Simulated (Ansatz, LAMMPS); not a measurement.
# Amorphous 36HfO2-64SiO2 (mol %) (84 atoms): geometry optimisation

Aim: bring amorphous 36HfO2-64SiO2 (mol %) (84 atoms) to a nearby minimum of the energy and see what moves.

Program: Ansatz 0.2.0. Level of theory: Kohn-Sham DFT, PBE, PAW (set soft_2), plane waves. Results are calculated unless marked as measured.

### 1. The structure

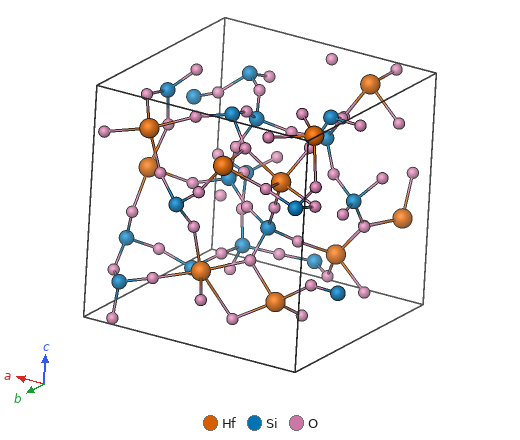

The starting structure, seen from a free direction (hafnium orange, silicon blue, oxygen pink). Bonds to atoms that aren't drawn are left out. Some periodic images of atoms are drawn too.

The cell holds 84 atoms: 10 Hf, 18 Si and 56 O. Its edges and angles: a = 10.707 Å, b = 10.707 Å, c = 10.707 Å, α = 90.0°, β = 90.0°, γ = 90.0°. 84 atoms (10 Zr, 18 Si, 56 O) placed at random at 3.13 g/cm³, melted at 5000 K for 10 ps at fixed volume with the Morse and Coulomb pair potential with partial charges (Pedone, Malavasi, Menziani, Cormack and Segre, J. Phys. Chem. B 110, 11780 (2006)). Quenched from 5000 K to 300 K at 50 K/ps and fixed volume, held 5 ps, then minimised at fixed cell. Then Zr was replaced by Hf (the potential has no terms for the new elements, so the cell is a start for a DFT relaxation).

What the set-up can't give: The quench rate of 50 K/ps far exceeds what a furnace or splat quench reaches, so expect more defects and frozen-in strain than in a real sample. The network of bonds at the start is that of the classical potential that made the cell. Only the Γ point is sampled in the main run, in a cell whose shortest periodic width is 11 Å. The levels lack spin–orbit coupling, which is large for the heavy elements here.

### 2. The classical run that made the cell

A classical potential makes the cell, at a small fraction of what the same run would cost in DFT.

This step: classical MD, Morse and Coulomb pair potential with partial charges (Pedone, Malavasi, Menziani, Cormack and Segre, J. Phys. Chem. B 110, 11780 (2006)) (LAMMPS 22 Jul 2025 - Update 4).

in.lmp reads:

```
# melt-quench of Zr10Si18O56
units metal
atom_style charge
boundary p p p
region box block 0 10.7072 0 10.7072 0 10.7072
create_box 3 box
mass 1 91.2240   # Zr
mass 2 28.0850   # Si
mass 3 15.9990   # O
create_atoms 1 random 10 39639 NULL overlap 1.5 maxtry 2000
create_atoms 2 random 18 39646 NULL overlap 1.5 maxtry 2000
create_atoms 3 random 56 39653 NULL overlap 1.5 maxtry 2000
pair_style hybrid/overlay pedone 5.5 coul/long 8.0
pair_coeff * * coul/long
pair_coeff 1 3 pedone 0.206237 2.479675 2.436997 1   # Zr-O
pair_coeff 2 3 pedone 0.340554 2.006700 2.100000 1   # Si-O
pair_coeff 3 3 pedone 0.042395 1.379316 3.618701 22   # O-O
set type 1 charge 2.4
set type 2 charge 2.4
set type 3 charge -1.2
kspace_style pppm 1.0e-4
neigh_modify delay 0 every 1 check yes
thermo_style custom step time temp pe press density
thermo_modify norm yes
timestep 0.002
thermo 100
min_style cg
minimize 1e-4 1e-4 200 2000
reset_timestep 0
velocity all create 5000 39640 mom yes dist gaussian
fix lim all nve/limit 0.05
fix lan all langevin 5000 5000 0.2 39641 zero yes
thermo 500
run 1000 post no
# [... 10 lines left out ...]
thermo 1250
fix md all nvt temp 300 300 0.2
run 2500 post no
unfix md
thermo 100
min_style cg
minimize 0 1e-3 2000 20000
write_dump all custom glass.dump id type xs ys zs modify sort id
```

Command:

```
$ lmp -in in.lmp -log none -nocite
```

Numbers of over 12 decimals in the logs are rounded to 6 here.

What it wrote:

```text
LAMMPS (22 Jul 2025 - Update 4)
Created orthogonal box = (0 0 0) to (10.7072 10.7072 10.7072)
Created 10 atoms
Created 18 atoms
Created 56 atoms
PPPM initialization ...
  G vector (1/distance) = 0.38406915
  grid = 12 12 12
  estimated relative force accuracy = 5.9842802e-05
   Step          Time           Temp          PotEng         Press         Density
         0   0              0             -1.8737576      846278.51      3.1299038
        75   0.15           0             -16.626532     -41965.567      3.1299038
Loop time of 0.0253041 s on 1 MPI rank(s) for 75 steps with 84 atoms
Minimization stats:
  Stopping criterion = energy tolerance
  Energy initial, next-to-last, final =
     -1.87375761021726  -16.6251016132523  -16.6265316931503
  Force two-norm initial, final = 336.56401 2.529853
  Iterations, force evaluations = 75 92
   Step          Time           Temp          PotEng         Press         Density
[... 12 lines left out ...]
[... 1 line left out ...]
Loop time of 1.15148 s on 1 MPI rank(s) for 5000 steps with 84 atoms
   Step          Time           Temp          PotEng         Press         Density
[... 12 lines left out ...]
Loop time of 10.0447 s on 1 MPI rank(s) for 47000 steps with 84 atoms
   Step          Time           Temp          PotEng         Press         Density
[... 2 lines left out ...]
     55000   110            250.2399      -16.743832     -26957.734      3.1299038
     55500   111            282.37608     -16.744446     -13152.397      3.1299038
Loop time of 0.471664 s on 1 MPI rank(s) for 2500 steps with 84 atoms
   Step          Time           Temp          PotEng         Press         Density
     55500   111            282.37608     -16.744446     -13152.397      3.1299038
     55522   111.044        282.37608     -16.78476      -28181.612      3.1299038
Loop time of 0.0186757 s on 1 MPI rank(s) for 22 steps with 84 atoms
Minimization stats:
  Stopping criterion = linesearch alpha is zero
  Energy initial, next-to-last, final =
     -16.7444462728746  -16.7847604727046  -16.7847604727046
  Force two-norm initial, final = 13.174066 0.40327944
  Iterations, force evaluations = 22 77
```

The job ended after 12 s (1 thread of AMD EPYC 9B45 (Zen 5), shared host; peak memory 0.072 GiB).

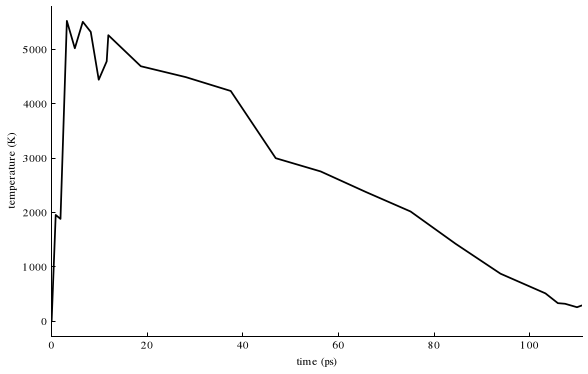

Temperature against time.

### 3. Single point at the start

A single point comes first, to see the forces before anything moves.

input.yaml reads:

```yaml
crystal:
  lattice:
    - [10.7072, 0.0, 0.0]
    - [0.0, 10.7072, 0.0]
    - [0.0, 0.0, 10.7072]
  atoms:
    - { symbol: Hf, position: [0.94386, 0.64164, 0.55496] }
    - { symbol: Hf, position: [0.19769, 0.18485, 0.95822] }
    - { symbol: Hf, position: [0.57792, 0.80684, 0.24274] }
    - { symbol: Hf, position: [0.24892, 0.29518, 0.24357] }
    - { symbol: Hf, position: [0.05231, 0.86443, 0.96995] }
    - { symbol: Hf, position: [0.40185, 0.97896, 0.78977] }
    - { symbol: Hf, position: [0.30296, 0.6664, 0.13369] }
    - { symbol: Hf, position: [0.80003, 0.90315, 0.83481] }
    - { symbol: Hf, position: [0.28148, 0.7133, 0.66961] }
    - { symbol: Hf, position: [0.05223, 0.11587, 0.39388] }
    - { symbol: Si, position: [0.31632, 0.30755, 0.73307] }
    - { symbol: Si, position: [0.63998, 0.92782, 0.55059] }
    - { symbol: Si, position: [0.52514, 0.71799, 0.90696] }
    - { symbol: Si, position: [0.46649, 0.08813, 0.10056] }
    - { symbol: Si, position: [0.90715, 0.58777, 0.88192] }
    - { symbol: Si, position: [0.97394, 0.25822, 0.74016] }
    - { symbol: Si, position: [0.77126, 0.54589, 0.13364] }
    - { symbol: Si, position: [0.41726, 0.56338, 0.39634] }
    - { symbol: Si, position: [0.70791, 0.25858, 0.1613] }
    - { symbol: Si, position: [0.75158, 0.18642, 0.44392] }
    - { symbol: Si, position: [0.1899, 0.49985, 0.90972] }
    - { symbol: Si, position: [0.99998, 0.6914, 0.25133] }
    - { symbol: Si, position: [0.74008, 0.22379, 0.88702] }
    - { symbol: Si, position: [0.56871, 0.44317, 0.79632] }
    - { symbol: Si, position: [0.67168, 0.46264, 0.52043] }
    - { symbol: Si, position: [0.12778, 0.38556, 0.52821] }
    - { symbol: Si, position: [0.87617, 0.94421, 0.16512] }
    - { symbol: Si, position: [0.09047, 0.91593, 0.66203] }
    - { symbol: O, position: [0.0867, 0.76402, 0.6261] }
    - { symbol: O, position: [0.05759, 0.17778, 0.82049] }
    - { symbol: O, position: [0.55138, 0.51068, 0.43971] }
    - { symbol: O, position: [0.68972, 0.31293, 0.49842] }
    - { symbol: O, position: [0.72805, 0.08474, 0.83485] }
    - { symbol: O, position: [0.95669, 0.7325, 0.386] }
    - { symbol: O, position: [0.57498, 0.1889, 0.13544] }
    - { symbol: O, position: [0.32471, 0.16204, 0.77912] }
    - { symbol: O, position: [0.74281, 0.90626, 0.202] }
    - { symbol: O, position: [0.77976, 0.22457, 0.03213] }
    - { symbol: O, position: [0.2228, 0.35341, 0.8546] }
    - { symbol: O, position: [0.91519, 0.73969, 0.90576] }
    - { symbol: O, position: [0.80444, 0.54172, 0.9808] }
    - { symbol: O, position: [0.3434, 0.18966, 0.09603] }
    - { symbol: O, position: [0.75092, 0.20506, 0.2932] }
    - { symbol: O, position: [0.97899, 0.81619, 0.15576] }
    - { symbol: O, position: [0.60551, 0.83676, 0.43608] }
    - { symbol: O, position: [0.42688, 0.67464, 0.28636] }
    - { symbol: O, position: [0.52106, 0.95764, 0.64114] }
    - { symbol: O, position: [0.03194, 0.33045, 0.63506] }
    - { symbol: O, position: [0.2706, 0.50366, 0.03521] }
    - { symbol: O, position: [0.14457, 0.66127, 0.24225] }
    - { symbol: O, position: [0.1161, 0.30966, 0.39937] }
    - { symbol: O, position: [0.79582, 0.5359, 0.49092] }
    - { symbol: O, position: [0.18807, 0.99694, 0.96922] }
    - { symbol: O, position: [0.68469, 0.06138, 0.49074] }
    - { symbol: O, position: [0.09397, 0.52491, 0.52034] }
    - { symbol: O, position: [0.46105, 0.7322, 0.04165] }
    - { symbol: O, position: [0.75341, 0.87508, 0.64442] }
    - { symbol: O, position: [0.95442, 0.03198, 0.2521] }
    - { symbol: O, position: [0.67811, 0.65303, 0.17327] }
    - { symbol: O, position: [0.18796, 0.73532, 0.99389] }
    - { symbol: O, position: [0.63046, 0.32645, 0.87054] }
    - { symbol: O, position: [0.89735, 0.58426, 0.73435] }
    - { symbol: O, position: [0.90736, 0.58525, 0.19495] }
    - { symbol: O, position: [0.99671, 0.92419, 0.77881] }
    - { symbol: O, position: [0.4381, 0.38176, 0.75159] }
    - { symbol: O, position: [0.04008, 0.51715, 0.91494] }
    - { symbol: O, position: [0.47719, 0.96752, 0.1883] }
    - { symbol: O, position: [0.84835, 0.28245, 0.79595] }
    - { symbol: O, position: [0.54288, 0.57178, 0.8712] }
    - { symbol: O, position: [0.64675, 0.79984, 0.89105] }
    - { symbol: O, position: [0.23876, 0.90605, 0.70713] }
    - { symbol: O, position: [0.88652, 0.96425, 0.0113] }
    - { symbol: O, position: [0.4215, 0.77603, 0.80124] }
    - { symbol: O, position: [0.23561, 0.57621, 0.79021] }
    - { symbol: O, position: [0.35539, 0.62741, 0.51752] }
    - { symbol: O, position: [0.63739, 0.47764, 0.66819] }
    - { symbol: O, position: [0.07796, 0.00862, 0.55297] }
    - { symbol: O, position: [0.11736, 0.27718, 0.10531] }
    - { symbol: O, position: [0.33998, 0.44977, 0.32308] }
    - { symbol: O, position: [0.89387, 0.17645, 0.48574] }
    - { symbol: O, position: [0.2279, 0.11892, 0.32043] }
    - { symbol: O, position: [0.46919, 0.03745, 0.95857] }
    - { symbol: O, position: [0.25595, 0.33836, 0.60113] }
    - { symbol: O, position: [0.71671, 0.40964, 0.16909] }
kpoints:
  mp_grid: { grid: [1, 1, 1] }
hamiltonian:
  xc: pbe
scf:
  occupations: { method: fermi_dirac, width: 0.025 }
output:
  forces: true
```

Command:

```
$ ansatz run input.yaml --threads 4 --pin off --max-ram 8192MiB --backend cpu --events-out ev --progress --plain --runs-dir out
```

What it wrote:

```text
Engine: ansatz 0.2.0, x86_64-unknown-linux-gnu
Pseudopotentials: kind: paw
Pseudopotential: Hf, paw, valence charge 26, recommended cutoff 420 eV (normal), Hf.paw.azcp
Pseudopotential: Si, paw, valence charge 4, recommended cutoff 420 eV (normal), Si.paw.azcp
Pseudopotential: O, paw, valence charge 6, recommended cutoff 420 eV (normal), O.paw.azcp
[... 5 lines on functional and potentials left out ...]
Crystal: 84 atoms, lattice volume = 1227.518 Å³
Basis set: ecut = 420 eV, 23871 PW (Γ), exchange–correlation on 144×144×144 points (8 copies of the dense FFT grid, shifted against one another)
Bands: 418, of which v1, the nominal top of the filled ones, is band 334 counted from 1 (333 counted from 0)
Symmetry: 1 space group operations
Space group: P1 (ITA 1), of the structure as read, at distance tolerance 1.1e-4 Å
k-points: 1
[... 7 lines on functional and potentials left out ...]
Initial density: superposition of atomic densities (neutral atoms: chi_scale 0, normalization atom), corrected by the library's trained network
Initial wavefunctions: pseudopotential atomic-orbital guess
Functional: x = pbe(κ = 0.804, μ = 0.219515), c = pbe(β = 0.066725)
SCF iter   1: F=—  HF=-200532.933738 eV  |F-HF|=—  |Δ(HF+E_count)|=         —  Δρ=3.38e-3  dr2=1.53e-1  ethr=1.77e-3  ⟨swp⟩=5.0  Hψ=1719  notcnv=0  defer=47
preconditioner: auto → Resta (q_TF=auto, 2.465 Å⁻¹)  ε∞=4.1  [insulator: Δε(μ)=3.708 eV  Ē_g=14.651 eV  σ=0.025 eV  W_gap=1.00  n_scr=304 (ndim 8)  ℏωp=25.7 eV  f_vac=0.206  D(μ)=0.00/eV (n_scr^D=0)  ε∞_Penn≈4.1]
SCF iter   2: F=—  HF=-200532.922203 eV  |F-HF|=—  |Δ(HF+E_count)|=   1.15e-2  Δρ=1.71e-3  dr2=3.05e-2  ethr=2.30e-5  ⟨swp⟩=2.0  Hψ=731  notcnv=0  defer=75
SCF iter   3: F=—  HF=-200532.923228 eV  |F-HF|=—  |Δ(HF+E_count)|=   1.02e-3  Δρ=7.85e-4  dr2=1.04e-2  ethr=4.56e-6  ⟨swp⟩=2.0  Hψ=593  notcnv=0  defer=44
automatic band count: iteration 3 solves 387 bands in place of 418: the levels show a gap, and the empty bands left out lie too high to hold charge; the band table lists the bands solved (type scf.n_extra_bands for more)
SCF iter   4: F=—  HF=-200532.923802 eV  |F-HF|=—  |Δ(HF+E_count)|=   5.75e-4  Δρ=3.56e-4  dr2=1.80e-3  ethr=1.56e-6  ⟨swp⟩=2.0  Hψ=686  notcnv=0  defer=44
SCF iter   5: F=—  HF=-200532.923652 eV  |F-HF|=—  |Δ(HF+E_count)|=   1.51e-4  Δρ=1.56e-4  dr2=3.45e-4  ethr=2.70e-7  ⟨swp⟩=2.0  Hψ=660  notcnv=0  defer=44
SCF iter   6: F=—  HF=-200532.923736 eV  |F-HF|=—  |Δ(HF+E_count)|=   8.47e-5  Δρ=5.95e-5  dr2=4.96e-5  ethr=5.16e-8  ⟨swp⟩=2.0  Hψ=582  notcnv=0  defer=44
SCF iter   7: F=—  HF=-200532.925907 eV  |F-HF|=—  |Δ(HF+E_count)|=   2.17e-3  Δρ=2.65e-5  dr2=9.59e-6  ethr=7.42e-9  ⟨swp⟩=2.0  Hψ=707  notcnv=0  defer=44
SCF iter   8: F=—  HF=-200532.925911 eV  |F-HF|=—  |Δ(HF+E_count)|=   3.67e-6  Δρ=1.04e-5  dr2=1.73e-6  ethr=1.44e-9  ⟨swp⟩=2.0  Hψ=677  notcnv=0  defer=44
SCF iter   9: F=—  HF=-200532.925912 eV  |F-HF|=—  |Δ(HF+E_count)|=   1.10e-6  Δρ=6.91e-6  dr2=5.63e-7  ethr=2.59e-10  ⟨swp⟩=2.0  Hψ=677  notcnv=0  defer=44
SCF iter  10: F=-200532.925912 eV  HF=-200532.925912 eV  |F-HF|=2.98e-8  |Δ(HF+E_count)|=   1.32e-8  Δρ=2.03e-6  dr2=5.89e-8  ethr=1.50e-11  ⟨swp⟩=2.0  Hψ=1392  notcnv=0
SCF 1 converged in 10 iterations: F = -200532.925912 eV  dr2 = 5.89e-8
  greatest PAW one-centre occupation: 0.999 electrons in one spin orbital (limit 2), on the Hf atom at site 7 (counted from 0), in its partial waves of l = 0
SCF converged after 10 iterations
Free energy (F): -200532.925912 eV
Harris-Foulkes:  -200532.925912 eV  (|F-HF|=2.98e-8)
Internal energy: -200532.925912 eV  (E = F + TS)
E sigma→0 (E₀):  -200532.925912 eV
Fermi energy:    6.731124 eV
--- Per-component energies (eV) ---
  E_band       = -4405.218101
  E_kinetic    = 14891.197430
  E_local      = -117900.409539  (includes V_loc(G=0)·N_el)
  E_nonlocal   = -9307.519144
  E_hartree    = 52254.009537
  E_xc         = -8127.918994
  E_vxc        = -8778.247749  (∫ρ·V_xc dr)
  E_paw        = -87382.805291  (= ΣΔE_a)
  E_vpaw       = 12181.600697  (= ΣTr[D̂ρ^β])
  E_aug_tail   = 0.141913  (compensation charges beyond the density's cutoff)
  E_ewald      = -44959.621823
  E_smearing   = -0.000000  (= −TS)
  E_closure    = -0.000000  (closes the sum)
  Σ components = -200532.925912   (vs F -200532.925912, Δ=0.00e0)
--- Forces (eV/Å), atoms counted from 1 ---
  atom   1  Hf    -0.47577030    -1.72029040    -0.87028731
  atom   2  Hf    -0.98412865    -1.05339219     1.77201180
  atom   3  Hf     1.86857929     1.02122484     0.31390499
  atom   4  Hf    -0.95338448    -2.08610453    -0.73558712
  atom   5  Hf     2.24083765    -1.19053763     0.71749985
  atom   6  Hf     1.70300813     0.46650115    -0.01970571
  atom   7  Hf    -2.86339252    -1.21709718    -2.12716097
  atom   8  Hf    -2.20085381    -0.09439013    -1.01834253
  atom   9  Hf    -0.24077516    -2.38961962     0.84726329
  atom  10  Hf    -0.30152036    -1.42181517    -0.12772915
  atom  11  Si    -1.34251011    -0.40972840     1.06696082
  atom  12  Si     1.09431045     0.36589430     0.30389650
  atom  13  Si    -0.51108014    -0.32405427    -0.79065719
  atom  14  Si     0.12435618     0.75037064    -0.07441433
[...]
atom  83  O      0.11135026     0.27638958    -1.26842820
  atom  84  O     -0.35833673    -0.01562035     0.40423502
  max |Σ_I F_I| component: 7.73e-5 eV/Å
```

Wall time 5.4 s (4 threads of AMD EPYC 9B45 (Zen 5), shared host); peak memory 1.7 GiB; 18 s of CPU time.

In the SCF lines HF is the Harris–Foulkes energy and dr2 the Hartree energy of the density residual, in eV; the loop may stop once dr2 is under the threshold and the program's other checks hold. Hψ counts applications of the Hamiltonian.

Numbers from this run:

```yaml
free_energy: -200532.9259 eV
free_energy_per_atom: -2387.2967 eV/atom
scf_cycles: 10
r_m_s_force_component: 1.059 eV/Å
longest_force: 3.769 eV/Å
fermi_energy: 6.731 eV
```

The r.m.s. force component of 1.1 eV/Å sets the starting point.

Neighbours are counted within 2.12 Å (O-Si), 2.82 Å (O-Hf).

Length of the force by element and coordination:

| element | coordination | atoms | mean length of the force (eV/Å) | spread | least | most |
| --- | --- | --- | --- | --- | --- | --- |
| Hf | all | 10 | 2.34 | 0.588 | 1.46 | 3.77 |
| Hf | 5 | 6 | 2.32 | 0.744 | 1.46 | 3.77 |
| Hf | 6 | 4 | 2.38 | 0.180 | 2.15 | 2.64 |
| O | all | 56 | 1.57 | 0.943 | 0.284 | 3.63 |
| O | 2 | 43 | 1.78 | 0.971 | 0.285 | 3.63 |
| O | 3 | 13 | 0.885 | 0.307 | 0.284 | 1.41 |
| Si | all | 18 | 1.29 | 0.558 | 0.382 | 2.40 |
| Si | 3 | 1 | 1.40 | 0 | 1.40 | 1.40 |
| Si | 4 | 17 | 1.29 | 0.574 | 0.382 | 2.40 |

(Part 1 of 4 ends here.)

[Logs are printed without paths, hosts, clocks, repeated set-up lines and the standing remarks that a program may print on its own settings, such as how far it seeks lower states.]

[Hosts, paths, dates, database ids (printed as entryN), source tags and the programs' standing remarks are cut or masked in the printed files.]
